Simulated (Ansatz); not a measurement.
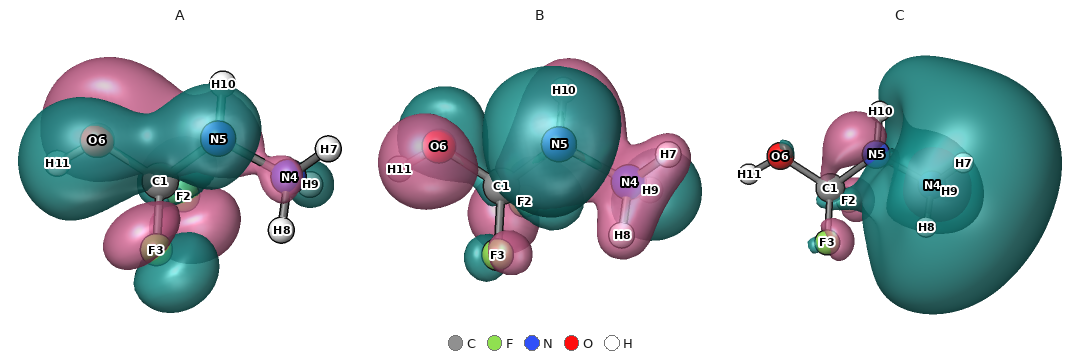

The picture shows: CH$_{5}$F$_{2}$N$_{2}$O (SMILES [NH3+]NC(O)(F)F) (charge +1). Three frontier orbitals at ±0.06 Å⁻³ᐟ² (teal and pink are the two phases), in no order.

Geometry: PBE0-D3(BJ)/def2-SVP.

Level of theory: Ansatz 0.2.0, isolated molecule in a Gaussian basis; Kohn-Sham density functional theory, functional PBE0.

Input

```
crystal:
  periodic: [false, false, false]
  atoms:
    - {symbol: C, position_ang: [0.069117, 0.827800, -0.432569]}
    - {symbol: F, position_ang: [-1.223921, 0.682643, -0.832981]}
    - {symbol: F, position_ang: [0.298002, 2.153360, -0.508042]}
    - {symbol: "N", position_ang: [-0.729005, 1.188407, 1.740168]}
    - {symbol: N, position_ang: [0.192647, 0.464111, 0.956609]}
    - {symbol: O, position_ang: [0.908020, 0.074191, -1.111394]}
    - {symbol: H, position_ang: [-0.572796, 0.988049, 2.738522]}
    - {symbol: H, position_ang: [-0.536815, 2.195867, 1.601807]}
    - {symbol: H, position_ang: [-1.727508, 1.024513, 1.506504]}
    - {symbol: H, position_ang: [0.091904, -0.542105, 1.101446]}
    - {symbol: H, position_ang: [0.807127, 0.205039, -2.067376]}
basis:
  gaussian: {orbitals: def2-SVPD}
total_charge: 1
hamiltonian: {xc: {name: PBE0}}
output: {forces: true, orbitals: {seedname: orbitals}}
```

Command:

```sh
ansatz run input.yaml --threads 2 --pin off --max-ram 4350MiB --events-out events.jsonl --progress --plain --runs-dir runs
```

**Which picture is the HOMO−1, the HOMO and the LUMO?**

A is the HOMO−1 (−15.16 eV). By Hirshfeld shares it lies mainly on O6 (about 60 %), F2 (about 10 %), F3 (about 10 %), N5 (about 5 %) and C1 (about 5 %). B is the HOMO (−14.41 eV). It lies mainly on N5 (about 60 %), O6 (about 10 %), F2 (about 5 %) and N4 (about 5 %). C is the LUMO (−5.21 eV). By Hirshfeld shares it lies mainly on H7 (about 25 %), H9 (about 20 %), N4 (about 20 %) and H8 (about 15 %).

**What is the HOMO–LUMO gap?**

9.20 eV between the orbital energies.
